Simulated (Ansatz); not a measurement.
**HF/3-21G run of CH6BN (SMILES CBN)**

What is the electronic atomisation energy of CH6BN at HF/3-21G? 

The calculation is run with Ansatz 0.2.0.

76 further runs of the same task are left out: 76 set aside as unsound or not needed.

### Step 1. The system as given

The species is CH6BN (9 atoms), meant as a singlet with charge 0. As SMILES, `CBN`. The shape is that of a PBE0-D4/def2-TZVP optimisation.

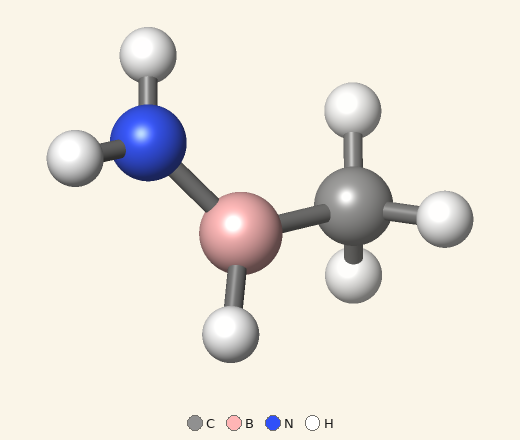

Viewed from a chosen angle; carbon grey, boron pink, nitrogen blue, hydrogen white.

### Step 2. The energy at HF/3-21G

in.yaml reads:

```yaml
basis:
  gaussian:
    orbitals: 3-21G.json
crystal:
  periodic: [false, false, false]
  atoms:
    - {symbol: C, position_ang: [-0.665300, 0.757700, -0.590300]}
    - {symbol: B, position_ang: [0.459400, -0.282900, -0.256200]}
    - {symbol: "N", position_ang: [0.592800, -0.842800, 1.010700]}
    - {symbol: H, position_ang: [-1.291900, 0.390800, -1.410600]}
    - {symbol: H, position_ang: [-0.224600, 1.692200, -0.954300]}
    - {symbol: H, position_ang: [-1.319900, 0.998900, 0.252300]}
    - {symbol: H, position_ang: [1.248800, -0.632800, -1.092800]}
    - {symbol: H, position_ang: [1.306200, -1.511000, 1.244900]}
    - {symbol: H, position_ang: [-0.016800, -0.616400, 1.779200]}
hamiltonian:
  xc: hf
accuracy: high
output: {orbitals: {seedname: orbitals}}
```

The basis set 3-21G is read from a file made from the Basis Set Exchange's data (not shown).

Launch:

```bash
$ ansatz run in.yaml --threads 1 --pin off --max-ram 3480MiB --events-out events.jsonl --progress --plain --runs-dir runs
```

What it wrote:

```text
Warning: RAYON_NUM_THREADS=1 ignored (pool sized by the plan → 1); use --threads N
Functional definition: HF
  name "HF"
  exchange = exact_x
  correlation = 0
950 factors; integrals over basis functions are off by at most 3.4e-9 eV
mean field evaluation 1: about -3260.3897 eV, gradient 2.7e1 eV
mean field evaluation 2: about -3260.3808 eV, gradient 2.7e1 eV
mean field evaluation 4: about -3262.1487 eV, gradient 2.3e0 eV
mean field evaluation 8: about -3262.1633 eV, gradient 3.4e-5 eV
mean field -3262.16332466 eV, -119.8822910077 hartree, gradient 1.7e-8 eV, S^2 0.000000; 0 other end points of the search recorded, 0 dependent functions left out
reference -3262.16332466 eV, -119.8822910077 hartree; 12, 12 occupied and 27, 27 virtual orbitals, 950 factors
Total energy: -3262.16332466 eV, -119.8822910077 hartree
```

Wall time 0.26 s (1 thread of Arm Neoverse V2, shared host).

### Step 3. The B atom, same level

in.yaml reads:

```yaml
crystal:
  periodic: [false, false, false]
  atoms:
    - symbol: B
      position_ang: [0.000000, 0.000000, 0.000000]
basis:
  gaussian: {orbitals: 3-21G.json}
magnetization: {spin_polarized: true, initial_magnetization: 1}
hamiltonian: {xc: hf}
accuracy: high
```

The basis set 3-21G is read from a file made from the Basis Set Exchange's data (not shown).

Run the same way, it converges to -24.38976 Eh (log not shown).

### Step 4. The C atom

in.yaml reads:

```yaml
crystal:
  periodic: [false, false, false]
  atoms:
    - {symbol: C, position_ang: [0.000000, 0.000000, 0.000000]}
basis:
  gaussian:
    orbitals: 3-21G.json
magnetization:
  spin_polarized: true
  initial_magnetization: 2
hamiltonian:
  xc: hf
accuracy: high
```

The basis set 3-21G is read from a file made from the Basis Set Exchange's data (not shown).

Run the same way, it converges to -37.48107 Eh (log not shown).

### Step 5. The H atom at the same level

in.yaml reads:

```yaml
crystal:
  periodic: [false, false, false]
  atoms:
    - {symbol: H, position_ang: [0.000000, 0.000000, 0.000000]}
basis:
  gaussian:
    orbitals: 3-21G.json
hamiltonian:
  xc: hf
magnetization:
  spin_polarized: true
  initial_magnetization: 1
accuracy: high
```

The basis set 3-21G is read from a file made from the Basis Set Exchange's data (not shown).

Run the same way, it converges to -0.49620 Eh (log not shown).

### Step 6. The N atom

in.yaml reads:

```yaml
basis:
  gaussian: {orbitals: 3-21G.json}
crystal:
  periodic: [false, false, false]
  atoms:
    - {symbol: N, position_ang: [0.000000, 0.000000, 0.000000]}
magnetization: {spin_polarized: true, initial_magnetization: 3}
hamiltonian: {xc: hf}
accuracy: high
```

The basis set 3-21G is read from a file made from the Basis Set Exchange's data (not shown).

Run the same way, it converges to -54.10539 Eh (log not shown).

### Step 7. What came out

At HF/3-21G:

| quantity | value |
| --- | --- |
| molecule: total energy | -119.88229 Eh |
| molecule: HOMO energy | -11.49 eV |
| molecule: LUMO energy | 5.35 eV |
| molecule: HOMO–LUMO gap | 16.84 eV |
| B atom: total energy | -24.38976 Eh |
| B atom: ⟨S²⟩ | 0.750 |
| C atom: total energy | -37.48107 Eh |
| C atom: ⟨S²⟩ | 2.001 |
| H atom: total energy | -0.49620 Eh |
| H atom: ⟨S²⟩ | 0.750 |
| N atom: total energy | -54.10539 Eh |
| N atom: ⟨S²⟩ | 3.752 |
| electronic atomisation energy | 25.276 eV |

**Reading.** Taking the molecule apart into free atoms costs 25.28 eV (2439 kJ/mol), before zero-point energy and without spin-orbit coupling. Hartree–Fock lacks the correlation of the bonding pairs, which as a rule makes this value much too low; in minimal bases other errors can mask that. The basis has no polarisation functions, which makes bonds too weak.
